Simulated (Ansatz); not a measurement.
# triplet CH5BClNO: levels of theory compared

Aim: a comparison of 6 runs (UHF/STO-3G, U-r2SCAN/6-31G*, UBHLYP/6-31G*, UHSE06/6-31G*, RPA@PBE/6-31G*, RPA@PBE0/6-31G*) of triplet CH5BClNO. 

Program for the calculation: Ansatz 0.2.0.

141 further runs of the same task are left out: 141 set aside as unsound or not needed.

## 1. Starting point

CH5BClNO: 10 atoms, total charge 0, spin state triplet. SMILES of the parent species: `NB(Cl)CO`. Geometry: relaxed at PBE0-D4/def2-TZVP. This is one conformer, not always the lowest. That shape belongs to the parent species and isn't relaxed for this state.

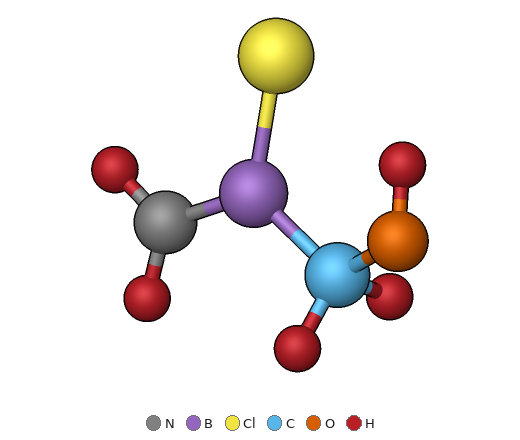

The structure, seen from a chosen angle (nitrogen grey, boron purple, chlorine yellow, carbon blue, oxygen orange, hydrogen red).

## 2. A single-point energy at UHF/STO-3G (run 1)

run.yaml reads:

```yaml
crystal:
  periodic: [false, false, false]
  atoms:
    - {symbol: N, position_ang: [-1.481300, 0.770100, 0.263800]}
    - {symbol: B, position_ang: [-0.131200, 0.458300, 0.272600]}
    - {symbol: Cl, position_ang: [0.978400, 1.531400, 1.166200]}
    - {symbol: C, position_ang: [0.484800, -0.764800, -0.509200]}
    - {symbol: O, position_ang: [1.724500, -1.243900, -0.030200]}
    - {symbol: H, position_ang: [-1.860400, 1.585400, 0.713900]}
    - {symbol: H, position_ang: [-2.164100, 0.196600, -0.201200]}
    - {symbol: H, position_ang: [-0.217400, -1.606600, -0.495200]}
    - {symbol: H, position_ang: [0.570000, -0.469000, -1.570200]}
    - {symbol: H, position_ang: [2.179800, -0.508700, 0.392200]}
basis:
  gaussian:
    orbitals: STO-3G
magnetization:
  spin_polarized: true
  initial_magnetization: 2
hamiltonian:
  xc: hf
accuracy: high
output:
  orbitals: {seedname: orbitals}
```

Started as:

```sh
$ ansatz run run.yaml --threads 1 --pin off --max-ram 3480MiB --events-out events.jsonl --progress --plain --runs-dir runs
```

The log of the run:

```text
Warning: RAYON_NUM_THREADS=1 ignored (pool sized by the plan → 1); use --threads N
Functional definition: HF
  name "HF"
  exchange = exact_x
  correlation = 0
706 factors; integrals over basis functions are off by at most 3.1e-8 eV
mean field evaluation 1: about -17593.7674 eV, gradient 1.6e1 eV
mean field evaluation 2: about -17594.0085 eV, gradient 1.6e1 eV
mean field evaluation 4: about -17596.1087 eV, gradient 2.6e0 eV
mean field evaluation 8: about -17596.5571 eV, gradient 4.9e-1 eV
mean field evaluation 16: about -17596.5666 eV, gradient 1.8e-8 eV
mean field evaluation 32: about -17594.8966 eV, gradient 7.4e-1 eV
mean field -17597.42292568 eV, -646.6933645571 hartree, gradient 9.9e-9 eV, S^2 2.020749; 3 other end points of the search recorded, 0 dependent functions left out
reference -17597.42292568 eV, -646.6933645571 hartree; 25, 23 occupied and 9, 11 virtual orbitals, 706 factors
Total energy: -17597.42292568 eV, -646.6933645571 hartree
```

It took 0.66 s on 1 thread of Arm Neoverse V2, shared host; peak memory 0.094 GiB.

## 3. A single-point energy at U-r2SCAN/6-31G(d) (spherical functions) (run 2)

in.yaml reads:

```yaml
crystal:
  periodic: [false, false, false]
  atoms:
    - {symbol: N, position_ang: [-1.481300, 0.770100, 0.263800]}
    - {symbol: B, position_ang: [-0.131200, 0.458300, 0.272600]}
    - {symbol: Cl, position_ang: [0.978400, 1.531400, 1.166200]}
    - {symbol: C, position_ang: [0.484800, -0.764800, -0.509200]}
    - {symbol: O, position_ang: [1.724500, -1.243900, -0.030200]}
    - {symbol: H, position_ang: [-1.860400, 1.585400, 0.713900]}
    - {symbol: H, position_ang: [-2.164100, 0.196600, -0.201200]}
    - {symbol: H, position_ang: [-0.217400, -1.606600, -0.495200]}
    - {symbol: H, position_ang: [0.570000, -0.469000, -1.570200]}
    - {symbol: H, position_ang: [2.179800, -0.508700, 0.392200]}
basis:
  gaussian:
    orbitals: 6-31G_st_-spherical.json
magnetization:
  spin_polarized: true
  initial_magnetization: 2
output:
  orbitals: {seedname: orbitals}
accuracy: high
hamiltonian:
  xc: r2scan
```

The basis set 6-31G* is read from a file made from the Basis Set Exchange's data (not shown).

Started as:

```sh
$ ansatz run in.yaml --threads 1 --pin off --max-ram 3480MiB --events-out events.jsonl --progress --plain --runs-dir runs
```

The log of the run:

```text
Warning: RAYON_NUM_THREADS=1 ignored (pool sized by the plan → 1); use --threads N
Functional definition: r2SCAN
  name "r2SCAN"
  parameter k0 = 0.174
  parameter k1 = 0.065
  parameter a1 = 4.9479
  exchange = r2scan_x(k0 = k0, k1 = k1, a1 = a1)
  correlation = r2scan_c
1986 factors; integrals over basis functions are off by at most 4.5e-9 eV
mean field evaluation 1: about -17831.0587 eV, gradient 5.4e1 eV
mean field evaluation 2: about -17791.1643 eV, gradient 1.0e2 eV
mean field evaluation 4: about -17839.6269 eV, gradient 3.4e1 eV
mean field evaluation 8: about -17846.0097 eV, gradient 5.2e0 eV
mean field evaluation 16: about -17846.1883 eV, gradient 4.4e-2 eV
mean field evaluation 32: about -17846.1883 eV, gradient 4.7e-7 eV
mean field evaluation 64: about -17845.9653 eV, gradient 4.1e0 eV
mean field -17846.18834169 eV, -655.8353249761 hartree, gradient 1.9e-8 eV, S^2 2.008116; 6 other end points of the search recorded, 0 dependent functions left out
reference -17846.18834287 eV, -655.8353250196 hartree; 25, 23 occupied and 59, 61 virtual orbitals, 1986 factors
Total energy: -17846.18834287 eV, -655.8353250196 hartree
```

It took 45 s on 1 thread of Arm Neoverse V2, shared host; peak memory 0.46 GiB.

Run 3 isn't shown in full; the table further down has it.

## 4. A single-point energy at UHSE06/6-31G(d) (spherical functions) (run 4)

run.yaml reads:

```yaml
crystal:
  periodic: [false, false, false]
  atoms:
    - symbol: "N"
      position_ang: [-1.481300, 0.770100, 0.263800]
    - symbol: B
      position_ang: [-0.131200, 0.458300, 0.272600]
    - symbol: Cl
      position_ang: [0.978400, 1.531400, 1.166200]
    - symbol: C
      position_ang: [0.484800, -0.764800, -0.509200]
    - symbol: O
      position_ang: [1.724500, -1.243900, -0.030200]
    - symbol: H
      position_ang: [-1.860400, 1.585400, 0.713900]
    - symbol: H
      position_ang: [-2.164100, 0.196600, -0.201200]
    - symbol: H
      position_ang: [-0.217400, -1.606600, -0.495200]
    - symbol: H
      position_ang: [0.570000, -0.469000, -1.570200]
    - symbol: H
      position_ang: [2.179800, -0.508700, 0.392200]
basis:
  gaussian: {orbitals: 6-31G_st_-spherical.json}
total_charge: 0
magnetization: {spin_polarized: true, initial_magnetization: 2}
hamiltonian: {xc: hse06}
accuracy: high
output: {orbitals: {seedname: orbitals}}
```

The basis set 6-31G* is read from a file made from the Basis Set Exchange's data (not shown).

Started as:

```sh
$ ansatz run run.yaml --threads 1 --pin off --max-ram 3480MiB --events-out events.jsonl --progress --plain --runs-dir runs
```

The log of the run:

```text
Warning: RAYON_NUM_THREADS=1 ignored (pool sized by the plan → 1); use --threads N
Functional definition: HSE06
  name "HSE06"
  parameter a = 0.25
  parameter omega = 0.11/bohr
  exchange = pbe_x - a*pbe_x_sr(omega) + a*exact_x_sr(omega)
  correlation = pbe_c
1986 factors; integrals over basis functions are off by at most 4.5e-9 eV
103 factors; integrals over basis functions are off by at most 1.0e-9 eV
mean field evaluation 1: about -17826.4387 eV, gradient 4.9e1 eV
mean field evaluation 2: about -17795.9531 eV, gradient 8.7e1 eV
mean field evaluation 4: about -17835.4884 eV, gradient 2.6e1 eV
mean field evaluation 8: about -17838.9886 eV, gradient 4.8e-1 eV
mean field evaluation 16: about -17839.0166 eV, gradient 5.6e-3 eV
mean field evaluation 32: about -17838.5922 eV, gradient 4.7e0 eV
mean field -17839.01656166 eV, -655.5717669212 hartree, gradient 5.2e-8 eV, S^2 2.006769; 3 other end points of the search recorded, 0 dependent functions left out
reference -17839.01656429 eV, -655.5717670179 hartree; 25, 23 occupied and 59, 61 virtual orbitals, 1986 factors
Total energy: -17839.01656429 eV, -655.5717670179 hartree
```

It took 24 s on 1 thread of Arm Neoverse V2, shared host; peak memory 0.44 GiB.

Run 5 isn't shown in full; the table further down has it.

## 5. A single-point energy at RPA@PBE0/6-31G(d) (spherical functions) (run 6)

molecule.yaml reads:

```yaml
crystal:
  periodic: [false, false, false]
  atoms:
    - {symbol: "N", position_ang: [-1.481300, 0.770100, 0.263800]}
    - {symbol: B, position_ang: [-0.131200, 0.458300, 0.272600]}
    - {symbol: Cl, position_ang: [0.978400, 1.531400, 1.166200]}
    - {symbol: C, position_ang: [0.484800, -0.764800, -0.509200]}
    - {symbol: O, position_ang: [1.724500, -1.243900, -0.030200]}
    - {symbol: H, position_ang: [-1.860400, 1.585400, 0.713900]}
    - {symbol: H, position_ang: [-2.164100, 0.196600, -0.201200]}
    - {symbol: H, position_ang: [-0.217400, -1.606600, -0.495200]}
    - {symbol: H, position_ang: [0.570000, -0.469000, -1.570200]}
    - {symbol: H, position_ang: [2.179800, -0.508700, 0.392200]}
basis:
  gaussian:
    orbitals: 6-31G_st_-spherical.json
magnetization:
  spin_polarized: true
  initial_magnetization: 2
hamiltonian:
  xc: pbe0
correlation:
  method: rpa
  frozen_orbitals: {B: 1, C: 1, Cl: 5, H: 0, "N": 1, O: 1}
accuracy: high
```

The basis set 6-31G* is read from a file made from the Basis Set Exchange's data (not shown).

Started as:

```sh
$ ansatz run molecule.yaml --threads 1 --pin off --max-ram 3480MiB --events-out events.jsonl --progress --plain --runs-dir runs
```

The log of the run (excerpt; [...] marks lines left out):

```text
Warning: RAYON_NUM_THREADS=1 ignored (pool sized by the plan → 1); use --threads N
Functional definition: PBE0
  name "PBE0"
[...]
1986 factors; integrals over basis functions are off by at most 4.5e-9 eV
[...]
mean field -17839.48059000 eV, -655.5888196482 hartree, gradient 5.6e-8 eV, S^2 2.006829; 4 other end points of the search recorded, 0 dependent functions left out
9 core orbitals not correlated: weight in the atoms' cores, before any rotation towards them, 1.000 or more for the frozen orbitals, at most 0.000 for the correlated occupied ones
reference -17797.18109204 eV, -654.0343417700 hartree; 16, 14 occupied and 59, 61 virtual orbitals, 1986 factors
Total energy: -17824.27329779 eV, -655.0299619673 hartree
```

Wall time 30 s (1 thread of Arm Neoverse V2, shared host); peak memory 0.58 GiB.

## 6. Overview of the runs

```
run                                  level  frozen core orbitals  energy (Eh)  HOMO energy (eV)   ⟨S²⟩  wall time
  1                             UHF/STO-3G                     –  -646.693365             -3.18  2.021     0.66 s
  2  U-r2SCAN/6-31G* (spherical functions)                     –  -655.835325             -0.71  2.008       45 s
  3    UBHLYP/6-31G* (spherical functions)                     –  -655.841680             -2.82  2.010       16 s
  4    UHSE06/6-31G* (spherical functions)                     –  -655.571767             -1.14  2.007       24 s
  5   RPA@PBE/6-31G* (spherical functions)                     9  -655.125065                 –  2.004       31 s
  6  RPA@PBE0/6-31G* (spherical functions)                     9  -655.029962                 –  2.007       30 s
```

## 7. What came out

| quantity | value |
| --- | --- |
| run 6: total energy | -655.02996 Eh |
| run 6: RPA correlation energy (valence) | -995.6 mEh |
| run 6: ⟨S²⟩ of the reference determinant | 2.007 |

**Reading.** Totals of different functionals can't be ranked against each other. In run 1 the basis is minimal, so the values are rough. All runs together took 2.4 min, the longest 45 s.
